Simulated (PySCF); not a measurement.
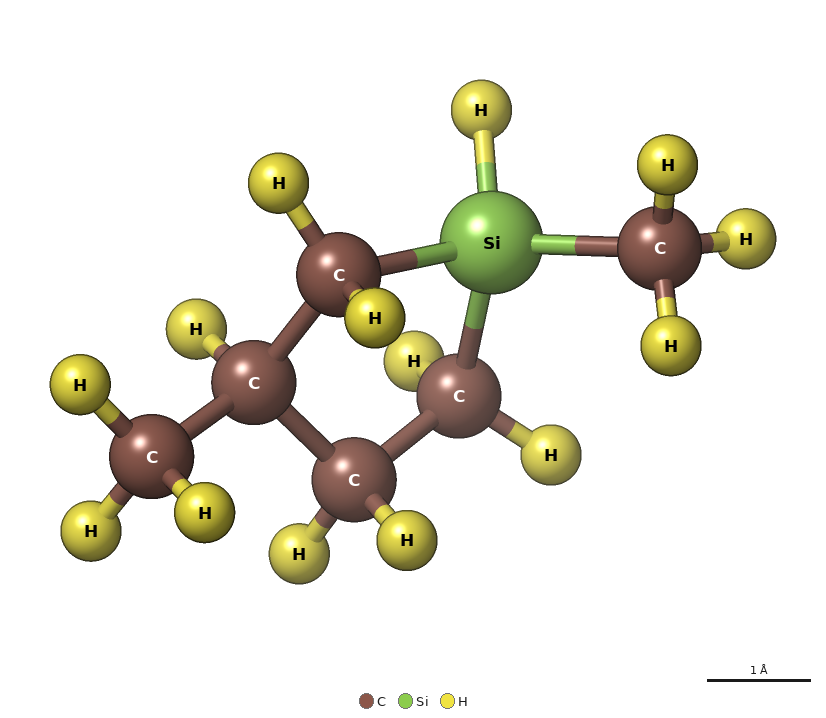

A ball-and-stick model of a molecule.

Count the atoms of each element.

C6H14Si, 21 atoms: 6 carbon, 14 hydrogen and 1 silicon.

Name functional groups in it.

Among them: Si–H bond.

More results for the same structure follow; atom numbers are the same in all pictures, views and colours differ. Computed geometry: PBE0-D3(BJ)/def2-SVP optimisation. No frequency run is at hand to confirm it as a minimum.

Symmetry

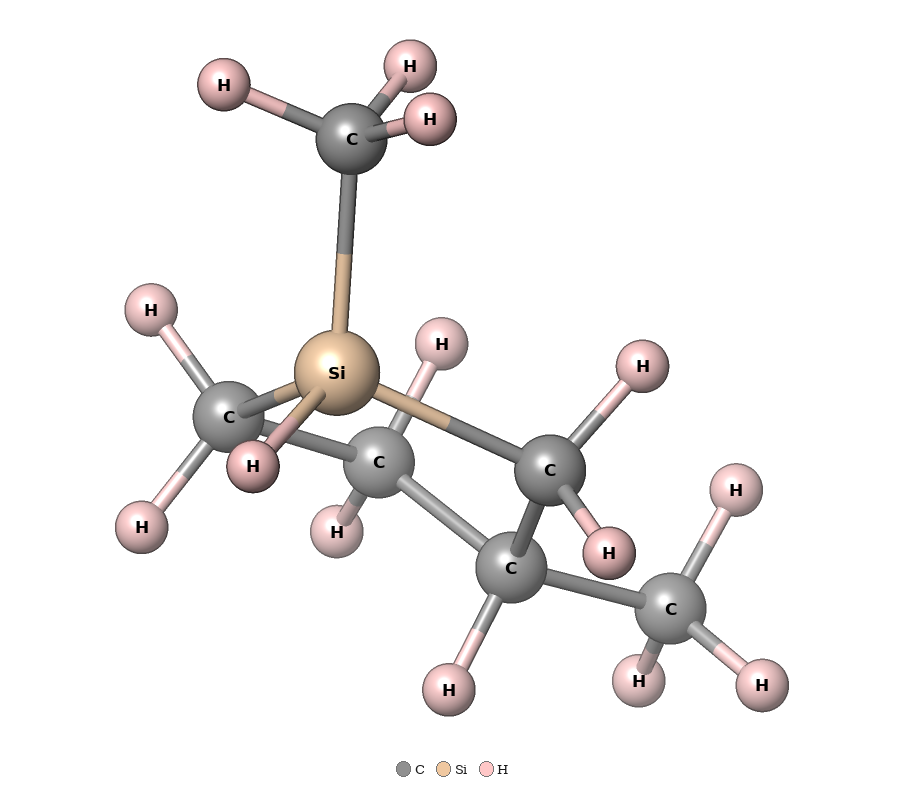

Distant atoms are faded towards the background colour. No frequency run is at hand to confirm it as a minimum.

List the symmetry elements and name the point group.

It has no symmetry element but the identity, so the point group is C1. The group has 1 operation. The geometry is chiral, and symmetry allows a dipole moment.

NMR shielding

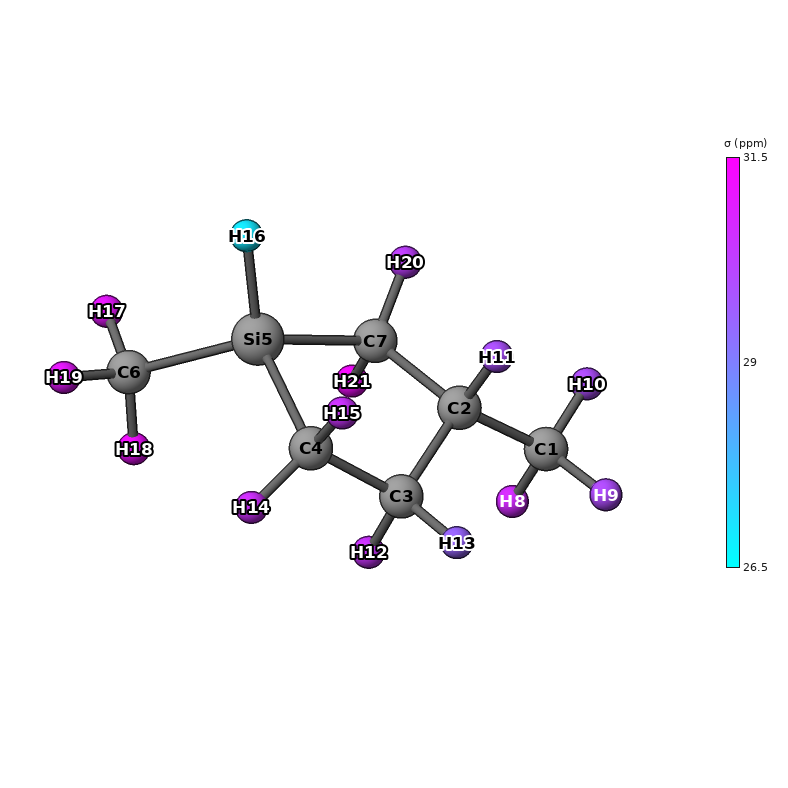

Atoms are coloured by their isotropic NMR shieldings (H only, the others grey). No frequency run is at hand to confirm it as a minimum. Method: GIAO PBE0/pcSseg-1 NMR shielding, non-relativistic, IEF-PCM chloroform (PySCF 2.14.0).

Give the isotropic NMR shieldings of the H atoms atom by atom.

```
atom  σ (ppm)
  H8    30.61
  H9    29.97
 H10    29.94
 H11    29.89
 H12    30.45
 H13    29.49
 H14    30.54
 H15    30.48
 H16    26.96
 H17    30.99
 H18    31.17
 H19    30.99
 H20    30.25
 H21    31.28
```

Ring current

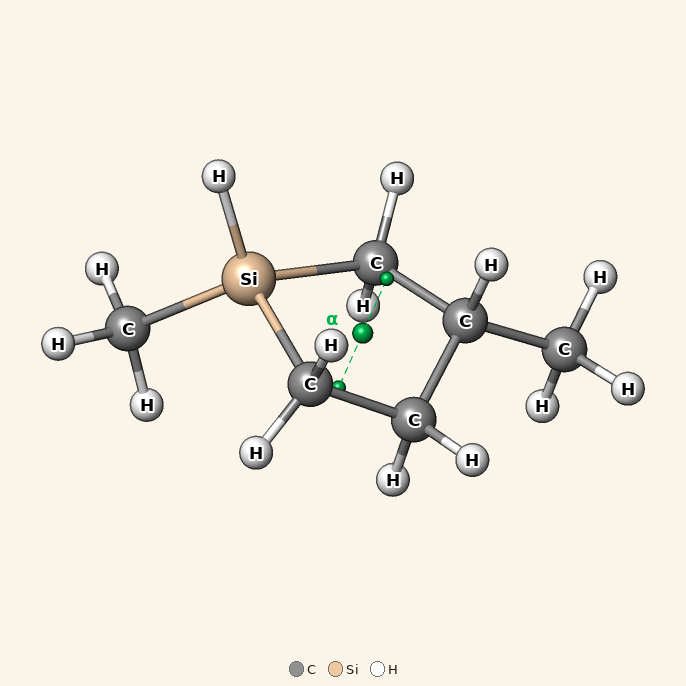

The small points mark where nucleus-independent chemical shifts (NICS) were computed: at the centre of each lettered ring and 1 Å above and below it. No frequency run is at hand to confirm it as a minimum. Properties computed with GIAO PBE0/pcSseg-1 NMR shielding, non-relativistic, IEF-PCM chloroform (PySCF 2.14.0).

Give NICS(0), NICS(1) and the out-of-plane component NICS(1)zz for each ring (means of the two sides).

```tsv
ring	members	NICS(0)	NICS(1)	NICS(1)zz
α	C4Si	−4.7	−3.9	−1.5
```

Values in ppm.

What do the values say about the ring currents?

Ring α: weak, as in a non-aromatic ring. NICS is one index among several.

Excitation

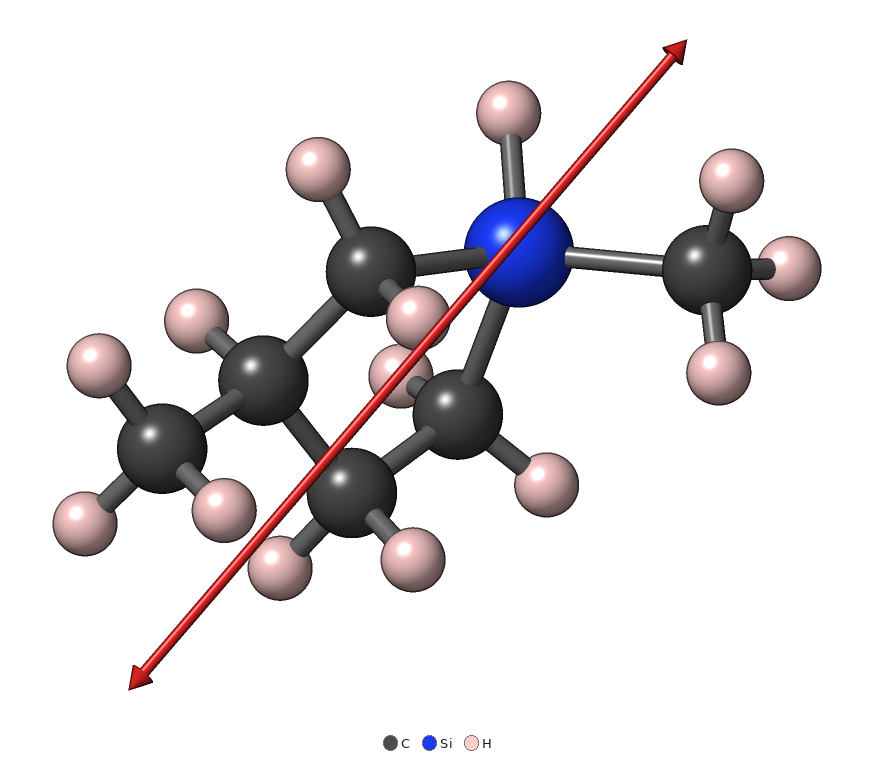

The double arrow shows the direction of the transition dipole to excited singlet state 4 (its length means nothing). No frequency run is at hand to confirm it as a minimum. Level of theory: TDDFT B3LYP/def2-SVPD, vertical, IEF-PCM chloroform (non-equilibrium linear response), core orbitals frozen in the response (PySCF 2.14.0).

Give its energy, strength and character.

7.66 eV (162 nm), oscillator strength 0.092, mainly HOMO → LUMO+2 (weight 0.80); transition dipole 1.78 D.

Polarisability

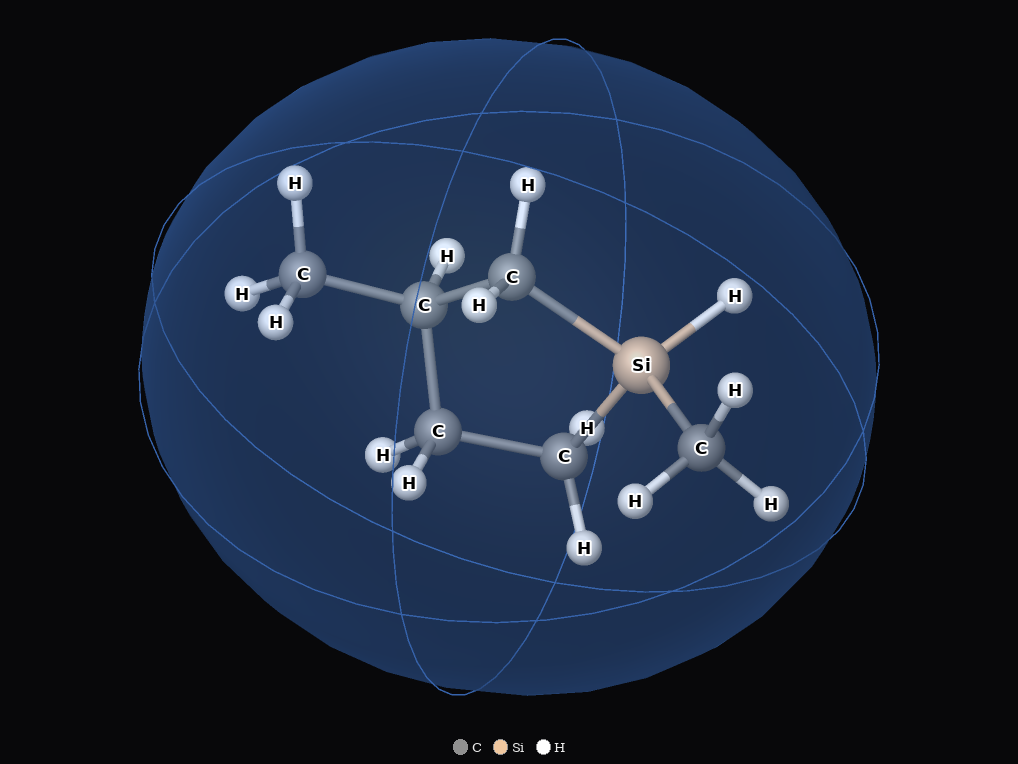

The ellipsoid shows the static dipole polarisability: its half-axes are proportional to the principal values. No frequency run is at hand to confirm it as a minimum. Method: B3LYP/def2-SVPD in methanol (IEF-PCM) (PySCF 2.14.0).

How large and how anisotropic is the polarisability?

Principal values 127.6, 131.1, 146.7 bohr³; mean 135.1 bohr³ (20.02 Å³); anisotropy 17.7 bohr³, so the longest axis is 1.15 times the shortest.
